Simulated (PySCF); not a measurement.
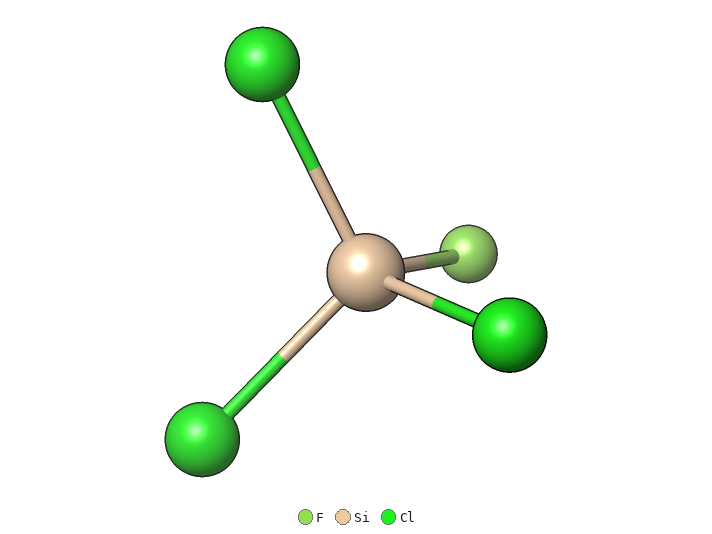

The picture shows a molecular structure as a ball-and-stick model.

Question: Count the atoms of each element.

Answer: SiCl₃F, 5 atoms: 1 silicon, 3 chlorine and 1 fluorine.

Question: How many atoms are distinct by symmetry?

Answer: 3: 1 F, 1 Si, 3 Cl.

Question: Which point group does it belong to?

Answer: C3v.

Question: Write the SMILES.

Answer: F[Si](Cl)(Cl)Cl

Question: Count the bonded pairs by element.

Answer: 3 Cl–Si, 1 F–Si.

More results for the same structure follow; atom numbers are the same in all pictures, views and colours differ. The computed structure is the end point of a PBE0-D3(BJ)/def2-SVP optimisation. No frequency run is at hand to confirm it as a minimum.

Shape

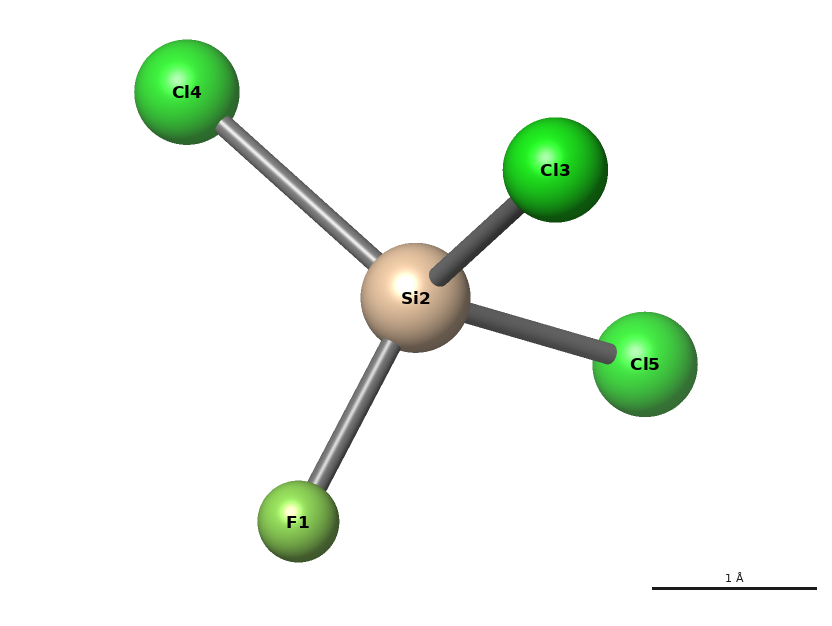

No frequency run is at hand to confirm it as a minimum.

Give these bond angles: F1–Si2–Cl3, Cl3–Si2–Cl4.

| angle | degrees |
| --- | --- |
| F1–Si2–Cl3 | 108.3 |
| Cl3–Si2–Cl4 | 110.6 |

Quadrupole coupling

No frequency run is at hand to confirm it as a minimum. Electric field gradients from the ground-state density, PBE0/cc-pVTZ (PySCF 2.14.0), non-relativistic apart from any core potentials.

Give the largest field-gradient component, the quadrupole coupling constant and the asymmetry for 35Cl at Cl3 (Q = −81.7 mb).

```json
{"atom": "Cl3", "V_zz (a.u.)": "2.130", "e²qQ/h (MHz)": "−40.9", "η": "0.02"}
```

Electronic properties

No frequency run is at hand to confirm it as a minimum. Level of theory: B97-2/pcSseg-2, gas phase (PySCF 2.14.0).

Computed properties:

- dipole moment: 0.60 D
- HOMO energy (Kohn–Sham orbital): −9.49 eV
- LUMO energy (Kohn–Sham orbital): −0.67 eV
- HOMO–LUMO gap: 8.82 eV

NMR shielding

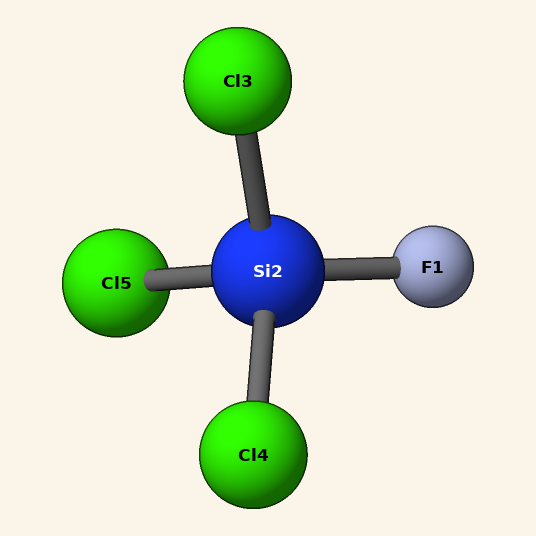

No frequency run is at hand to confirm it as a minimum. Properties computed with GIAO mPW1PW91/pcSseg-2 NMR shielding, non-relativistic, gas phase (PySCF 2.14.0). Principal shieldings σ11 ≤ σ22 ≤ σ33, span Ω = σ33 − σ11, skew κ = 3(σiso − σ22)/Ω.

Give the shielding tensors of the Si atoms.

```
atom    σ11    σ22    σ33   σiso     Ω      κ
 Si2  341.4  362.4  362.8  355.5  21.4  −0.97
```

Shieldings and span in ppm.
